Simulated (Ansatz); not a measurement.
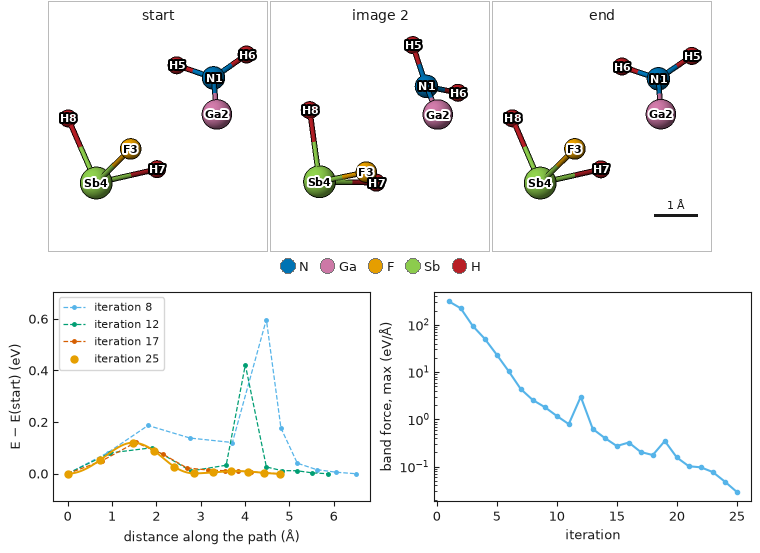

NEB run on GaSbNH4F, made up at the start of GaNH2 and SbH₂F. Images are numbered from 0 (start) to 10 (end). The plot follows the band through its iterations. The picture is a ball-and-stick view, seen from a free direction.

All numbers below come from RKS r2SCAN-D4/def2-SVP in Ansatz. Set-up: 9 movable images; climbing image; force threshold 0.03 eV/Å; iteration limit 41; spring constant 0.1 eV/Å²; starting path through a guess of the saddle point.

Judge this run.

Answer. The run is converged, with reservations. The band converged in 25 iterations. The largest component of the band force went from 310 to 0.029 eV/Å. The climbing image converged on the top of the path. Its curvatures weren't checked. The spring constant is far from the usual few eV/Å², which spoils the spacing or the steps. The first iteration put the highest image at 65.639 eV. The barrier is about 0.120 eV in both directions, with image 2 at the top; the ends have the same energy.

The run took 9 min on 2 threads of Intel(R) Xeon(R) Platinum 8488C (Sapphire Rapids), on a shared host, peak memory 0.2 GiB.
